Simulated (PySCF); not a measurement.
# C$_{2}$H$_{12}$N$_{2}$OSi$_{3}$: what the fields show

The calculation's input:

```
{"job": {"kind": "nmr", "xc": "PBE0", "basis": "pcSseg-1"}, "charge": 0, "multiplicity": 1}
O     -2.975500     0.767257     1.670642
Si    -2.200828     0.871534     0.243886
C     -2.211459    -0.706247    -0.827562
N     -0.843393    -1.176262    -0.945165
Si     0.417377    -0.052032    -0.655238
C      1.879576    -0.859973     0.230994
Si     3.111876     0.388061     0.931709
N     -0.491498     0.997184     0.383547
H     -2.716812     0.112604     2.315411
H     -2.877994     2.008348    -0.364618
H     -2.633336    -0.489550    -1.815779
H     -2.829291    -1.500296    -0.394687
H     -0.733658    -1.941848    -1.591040
H      0.880692     0.705231    -1.837321
H      2.391860    -1.506866    -0.478443
H      1.521965    -1.505360     1.031423
H      4.195589    -0.318726     1.626591
H      2.461973     1.284378     1.892959
H      3.693636     1.189558    -0.148168
H     -0.045925     1.743684     0.883587
```

Run with:

```sh
OMP_NUM_THREADS=1 python probes_run.py task.json out
```

Geometry: GFN2-xTB.

Method: PBE0/pcSseg-1, SCF density, gas phase, non-relativistic in PySCF.

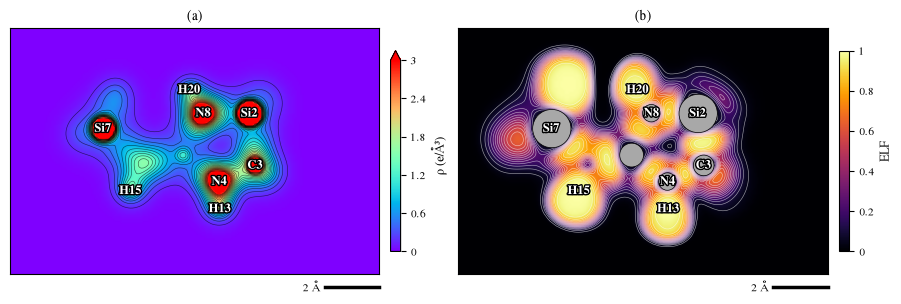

Figure 1. (a) total electron density; (b) electron localisation function on the plane of atoms Si2, C3 and N4. Grey discs cover the atomic cores in the ELF map.

Question: Describe what can be read from this map.

Answer: The section cuts through Si, C, N and H sites. C–N (1.45 Å): ρ is about 1.9 e/Å³ halfway; the ELF peaks at about 0.90 between the atoms, as expected for a covalent bond. Si–N (1.72 Å): the density is about 1.1 e/Å³ at the midpoint; the ELF peaks at about 0.90 between the atoms; a shared but strongly polarised pair. C–Si (1.91 Å): ρ is about 0.95 e/Å³ halfway; the ELF peaks at about 1 between the atoms, as expected for a shared electron pair. N–H (1.00 Å): the density is about 2.8 e/Å³ at the midpoint; the ELF climbs to about 1 towards the hydrogen, as it does in any bond to H; an ordinary covalent bond to hydrogen.

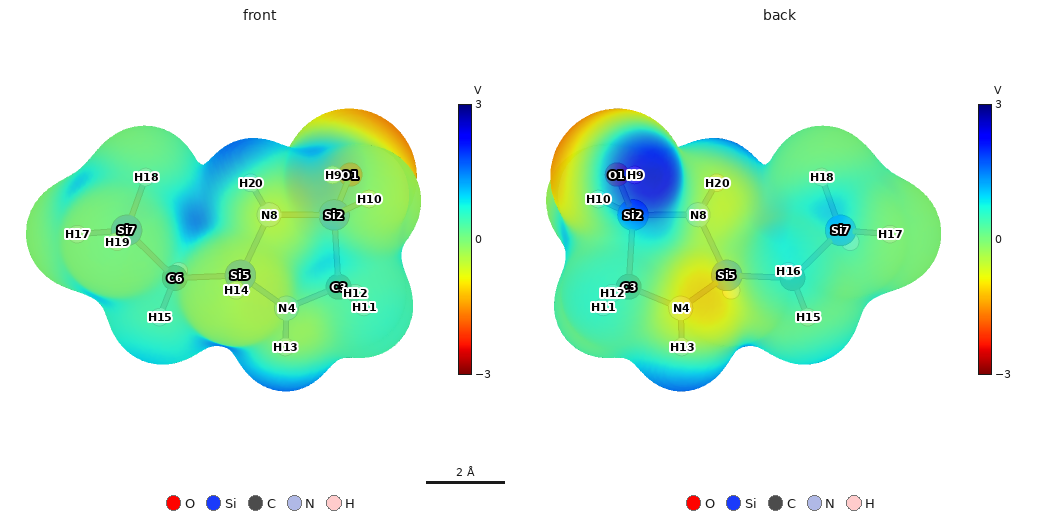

Figure 2. The electrostatic potential painted on the density surface at 0.002 e/bohr³, seen from the front and from behind; red is negative and blue positive.

Question: Describe the electrostatic potential map.

Answer: The most negative region (about −1.5 V, or −35 kcal/mol for a unit charge) lies over O1, the most positive (about +2.3 V, or +53 kcal/mol for a unit charge) over H9. O1 is the likeliest acceptor of a hydrogen bond.

Question: How polar is the molecule by this calculation?

Answer: Its dipole moment is 1.80 D.
